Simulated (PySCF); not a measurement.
# H3NSi (silanimine): the cost of one run

The runs use PySCF 2.14.0, with density-fitted response routines of our own; the level of theory stands in each step. All values are computed, except where a source is named. Atoms count from 0, in the outputs and in this text.

### 1 The starting structure

5 atoms, charge 0, multiplicity 1; geometry from: GFN2-xTB.

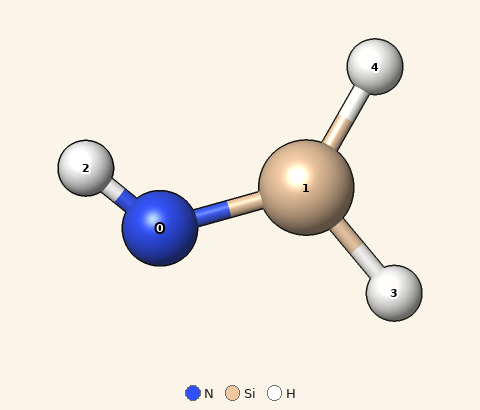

As it starts; nitrogen blue, silicon light orange, hydrogen white, atoms numbered.

### 2 Optimising the geometry at PBE0-D3(BJ)/def2-SVP

Job settings and geometry (Å):

```
{"job": {"xc": "PBE0", "basis": "def2-SVP", "d3": "d3bj", "grid": 1, "kind": "geom"}, "charge": 0, "multiplicity": 1}
N      1.085534    -0.466493    -0.030270
Si    -0.441115     0.039154    -0.028831
H      1.894746     0.102720     0.167420
H     -1.416252    -0.988823    -0.346505
H     -1.114291     1.316295     0.221001
```

The run is started by

```
> OMP_NUM_THREADS=1 python probes_run.py task.json out
```

One launch serves the whole session: the jobs run in the order shown.

**Question.** How long does this first job take on 1 thread of Arm Neoverse V2, shared host, and how much memory does it need?

About 3.9 s, with a peak of 0.26 GiB.
